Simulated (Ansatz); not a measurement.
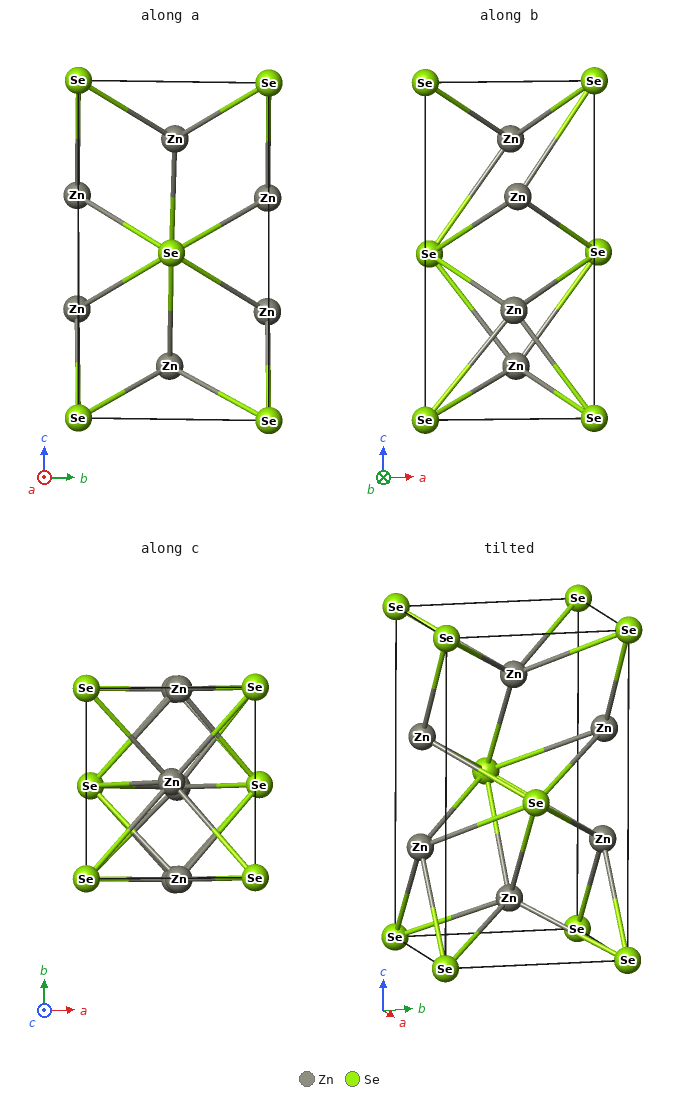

Shown here is a ball-and-stick view of the crystal, taken along the a axis, along the b axis, along the c axis and slightly off an axis. Lines trace the edges of the unit cell.

Lattice parameters: a = 3.710 Å, b = 4.183 Å, c = 7.413 Å, α = 90.79°, β = 89.38°, γ = 89.60°. Put a along x and b in the xy plane.

Record the structure as a POSCAR file, with free fractional coordinates to two decimals.

Answer.
```
Zn Se
1.0
     3.710    0.000    0.000
     0.029    4.183    0.000
     0.081   -0.102    7.412
Zn Se
4 2
Direct
  0.52 0.99 0.32
  0.50 0.51 0.83
  0.54 0.48 0.16
  0.55 0.99 0.66
  0.00 0.00 0.00
  0.02 0.49 0.49
```

The cell started as a textbook structure type filled with these elements (whether it is the usual form wasn't checked). Earlier steps of the study may have refined or changed the cell and positions. It was set up as input for a calculation with Ansatz.
